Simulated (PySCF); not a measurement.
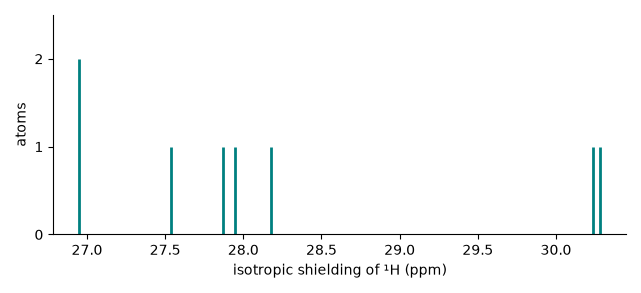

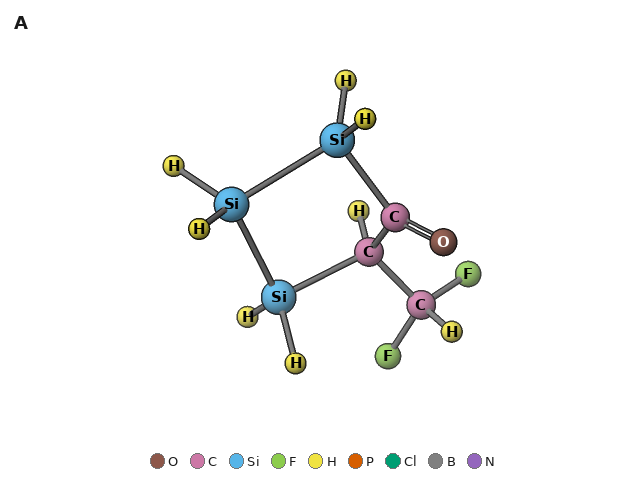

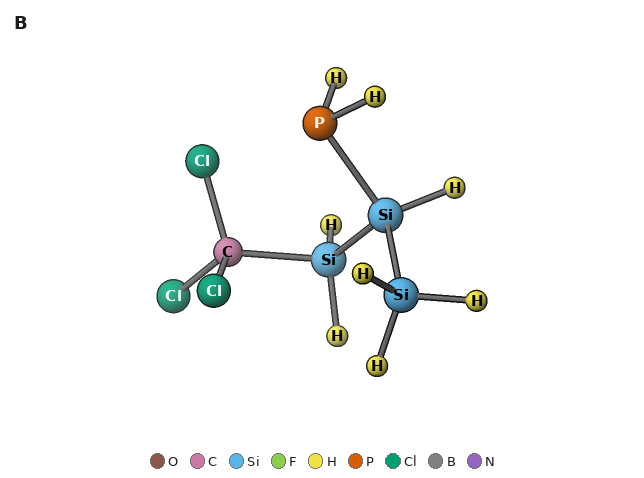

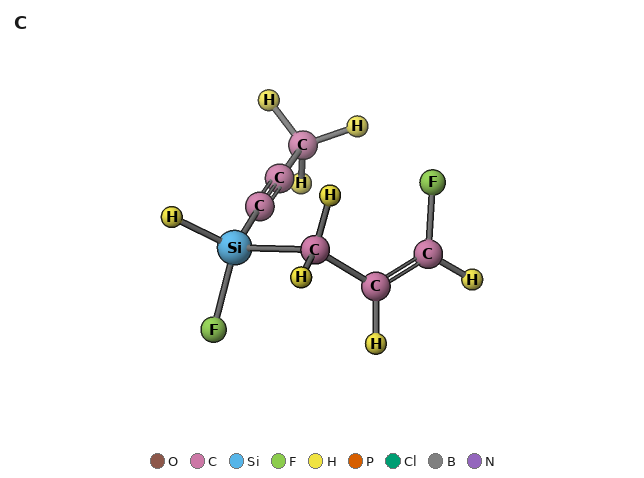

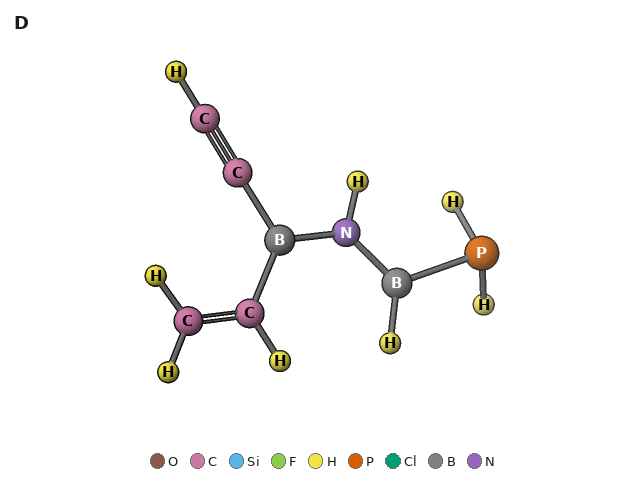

The sticks are computed shieldings of one of the molecules, for one fixed geometry (GFN2-xTB) without averaging over rotations. Low shielding means a high chemical shift. Method: GIAO PBE0/pcSseg-1 NMR shielding, non-relativistic, gas phase (PySCF 2.14.0).

**Which molecule gives this pattern?**

B, `[SiH3][Si@H](P)[SiH2]C(Cl)(Cl)Cl`. Its 8 H atoms give lines at 26.95 (2 atoms), 27.54, 27.87, 27.94, 28.18, 30.24, 30.28 ppm.

The geometry is semi-empirical. Around B, P, Si such bond lengths and angles can be off by a tenth of an ångström or more and by several degrees, and values that hang on the shape move with them.
